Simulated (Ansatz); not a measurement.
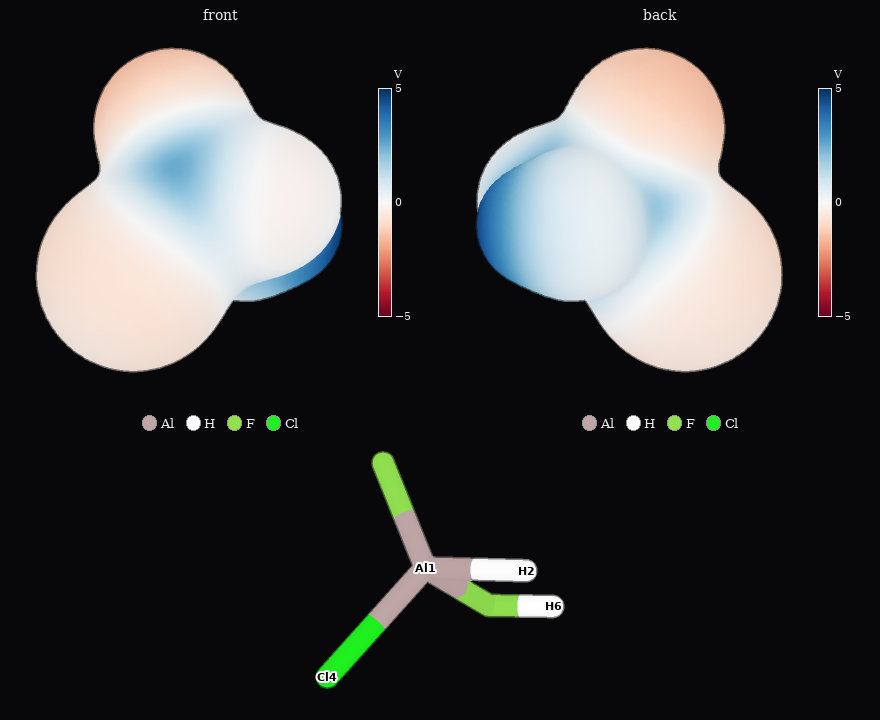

*AlClF2H2. The molecular electrostatic potential painted on the density surface at 0.002 e/bohr³, seen from the front and from behind; red is negative and blue positive. The bare structure is drawn below in the same view.*

All numbers below come from RKS BLYP/def2-SVP in Ansatz 0.2.0.

```yaml
atoms:
  - { symbol: Al, position_ang: [-0.0742, 0.0426, 0.0775] }
  - { symbol: H, position_ang: [-0.0733, 0.5417, 1.5895] }
  - { symbol: F, position_ang: [1.4032, -0.0475, -0.7191] }
  - { symbol: Cl, position_ang: [-1.8200, 0.2132, -1.1160] }
  - { symbol: F, position_ang: [-0.1686, -1.8927, 0.7860] }
  - { symbol: H, position_ang: [-0.1264, -1.7321, 1.7241] }
```

**Describe the electrostatic potential map.**

The most negative region (about −1.4 V) lies over F3, the most positive (about +4.6 V) over H6.
